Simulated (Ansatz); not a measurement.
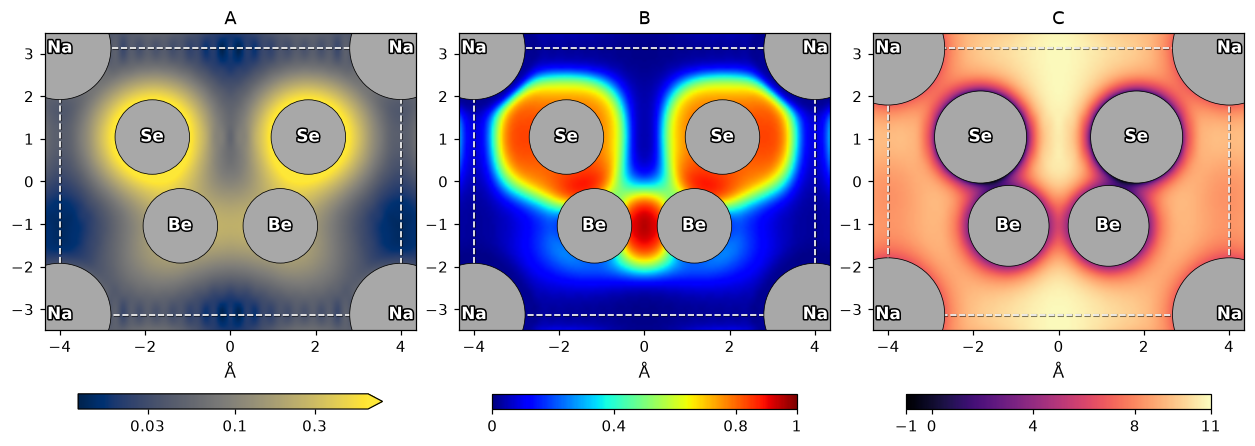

NaBe2Se2: 3 fields on the (101) plane of the conventional cell, with unlabelled colour scales. Grey discs cover the atomic cores.

Space group Pm; a generated structure, not necessarily the stable one.

Method: Kohn-Sham DFT of a periodic cell, PBE, Ansatz PAW (Ansatz 0.2.0).

### Match the panels to the quantities (electron localisation function, electrostatic potential energy of an electron and valence pseudo-density).

Panel A: valence pseudo-density. Panel B: electron localisation function. Panel C: electrostatic potential energy of an electron (low next to the atoms, rising into the space between them). From the grid: Be–Se (2.19 Å): ρ at the midpoint is about 0.62 e/Å³; the ELF peaks at about 0.90 between the atoms. Na–Se (3.01 Å): the density is about 0.13 e/Å³ at the midpoint; the ELF is about 0.50 at the midpoint.
